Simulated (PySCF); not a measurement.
## Electronic structure of C₉H₉ (doublet) in real space

```xyz
18

C    -0.9072    3.2427   -0.2572
C    -0.8726    2.1055    0.1133
C    -0.8049    0.7087    0.5272
C     0.5275    0.2092    0.2672
C     1.6831   -0.1457    0.0335
C     2.8892   -0.5940   -0.2050
C     4.1131   -0.9613   -0.4195
C    -1.8812   -0.1201   -0.2095
C    -1.8979   -1.5648    0.2716
H    -0.9449    4.2443   -0.5666
H    -0.9949    0.6549    1.6096
H     4.3699   -1.9637   -0.7400
H     4.9525   -0.2872   -0.2917
H    -2.8548    0.3445   -0.0356
H    -1.6776   -0.0880   -1.2821
H    -2.1307   -1.6148    1.3340
H    -0.9272   -2.0302    0.1093
H    -2.6502   -2.1337   -0.2701
```

Geometry: GFN2-xTB.

Computed with UKS B3LYP, pcH-1 on C H, non-relativistic, mean-field spin-orbit, GIAO (PySCF 2.14.0, density-fitted response routines).

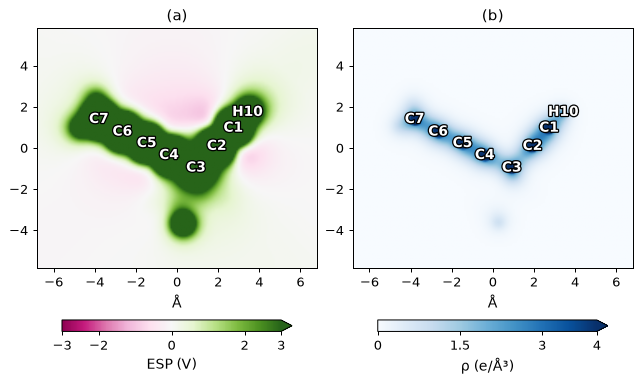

Figure 1. (a) molecular electrostatic potential; (b) electron density on the plane of atoms C2, C3 and C4.

Question: What does the map show?

Answer: The section cuts through C and H sites. C–C (1.20 Å): ρ is about 2.8 e/Å³ halfway. C–H (1.05 Å): ρ is about 2.2 e/Å³ halfway. C–C (1.30 Å): ρ at the midpoint is about 2.4 e/Å³. Outside the dense part of the molecule the potential is most negative (−1.0 V) near C1.

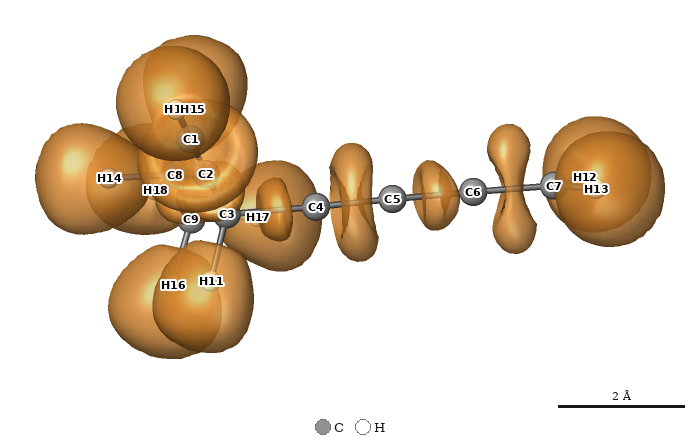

Figure 2. Isosurface of the ELF at 0.8 (orange), seen from one side. Only the valence region is drawn (cores and ρ < 0.01 e/Å³ removed).

Question: Describe the localisation domains.

Answer: The surface consists of eight regions between bonded C–C atoms (shared pairs) and nine regions around hydrogen nuclei.


C–C (1.20 Å): the ELF peaks at about 0.85 between the atoms: a multiple bond. C–H (1.05 Å): the ELF climbs to about 1 towards the hydrogen, as it does in any bond to H: a covalent bond by its length.

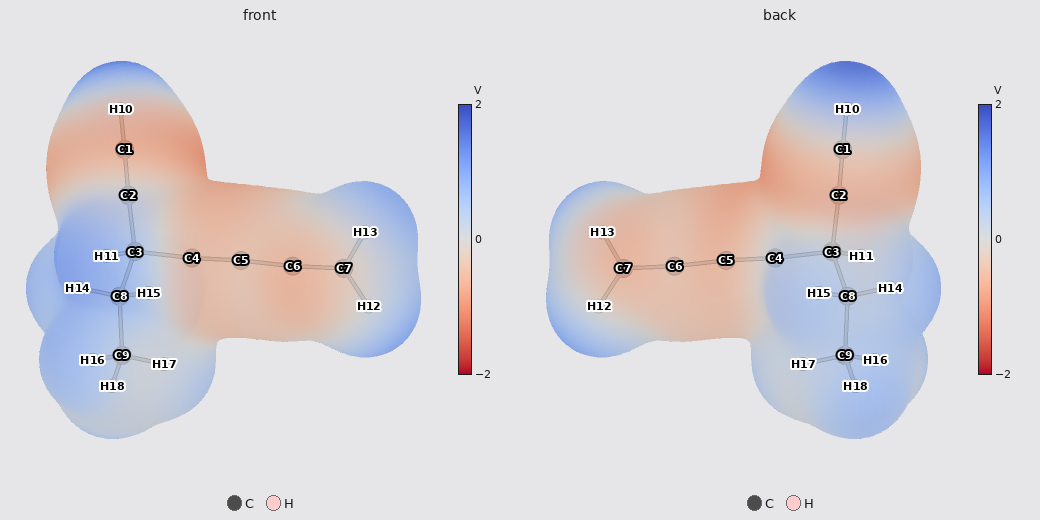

Figure 3. The molecular electrostatic potential painted on the density surface at 0.002 e/bohr³, seen from the front and from behind; red is negative and blue positive.

Question: Describe the electrostatic potential map.

Answer: The most negative region (about −0.9 V) lies over C1 and C2, the most positive (about +1.5 V) over H10.
